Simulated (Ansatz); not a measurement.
FGaH₅N₃ (SMILES N[NH][Ga]([NH2])[F])

```
atom    x (Å)    y (Å)    z (Å)
   F   0.5396   1.2302  -2.1936
  Ga   0.1188   0.6063  -0.5761
   N  -0.6860   3.2692   0.1673
   N  -0.5244   1.9138   0.5187
   N   0.2785  -1.1903  -0.3247
   H   0.2142   3.6673  -0.0915
   H  -1.2873   3.3442  -0.6505
   H  -0.8389   1.7411   1.4632
   H   0.8638  -1.7099  -0.9683
   H   0.3506  -1.5673   0.6121
```

Geometry: PBE0-D3(BJ)/pcseg-1.

Method: isolated molecule in a Gaussian basis; Kohn-Sham density functional theory, functional PBE0 (Ansatz).

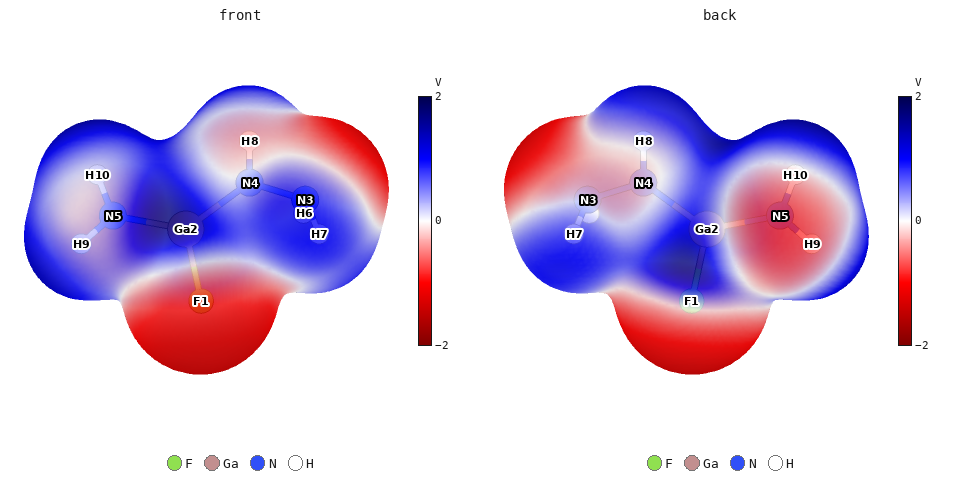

Figure 1. The electrostatic potential painted on the density surface at 0.001 e/bohr³, seen from the front and from behind; the colour scale runs from red (negative) to blue (positive).

### Which sites attract a positive test charge, and which a negative one?

A positive charge is drawn to the negative regions and a negative charge to the positive ones. The most negative region (about −1.4 V, or −32 kcal/mol for a unit charge) lies over F1, the most positive (about +1.6 V, or +37 kcal/mol for a unit charge) over Ga2.

### What dipole moment does the calculation give?

Its dipole moment is 2.34 D.

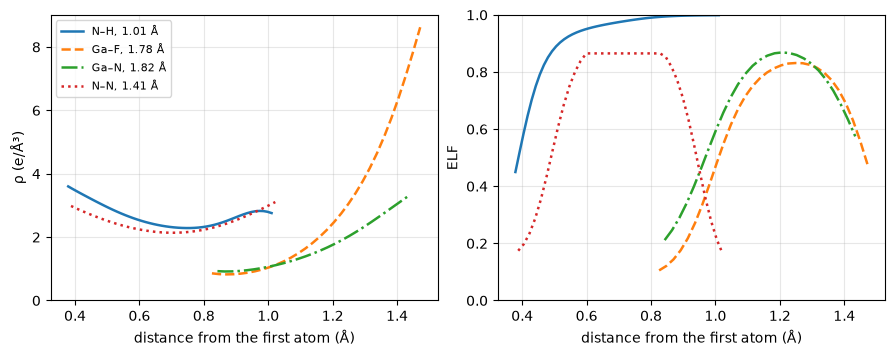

Figure 2. Total electron density and electron localisation function along straight lines between neighbouring atoms. The curves leave out the atomic cores.

### What can be read from the curves?

N–H (1.01 Å): the density is about 2.9 e/Å³ at the midpoint; the ELF climbs to about 1 towards the hydrogen, as it does in any bond to H; a covalent bond by its length.
Ga–F (1.78 Å): ρ is about 0.83 e/Å³ halfway; the ELF peaks at about 0.85 in the valence shell of F, 0.5 Å from its nucleus, and is about 0.20 at the midpoint.
Ga–N (1.82 Å): ρ at the midpoint is about 0.93 e/Å³; the ELF peaks at about 0.85 in the valence shell of N, 0.6 Å from its nucleus, and is about 0.35 at the midpoint.
N–N (1.41 Å): ρ at the midpoint is about 2.1 e/Å³; the ELF peaks at about 0.85 between the atoms: a shared electron pair.

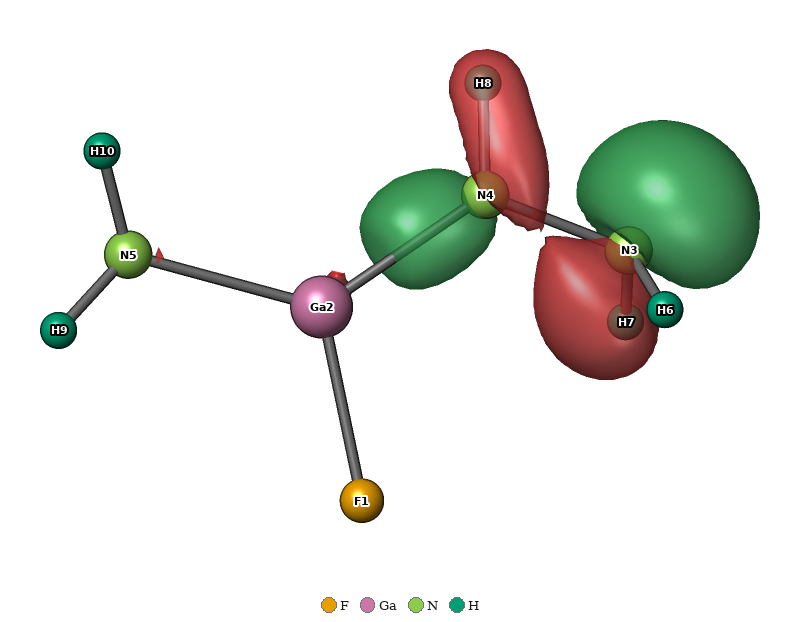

Figure 3. The HOMO−1 at ±0.2 Å⁻³ᐟ² (green and red are the two phases), seen at a tilt.

### Describe this orbital and give its energy.

Its weight (Hirshfeld) is mainly on N3 (about 60 %), N4 (about 15 %) and Ga2 (about 5 %). Its energy is −7.27 eV.
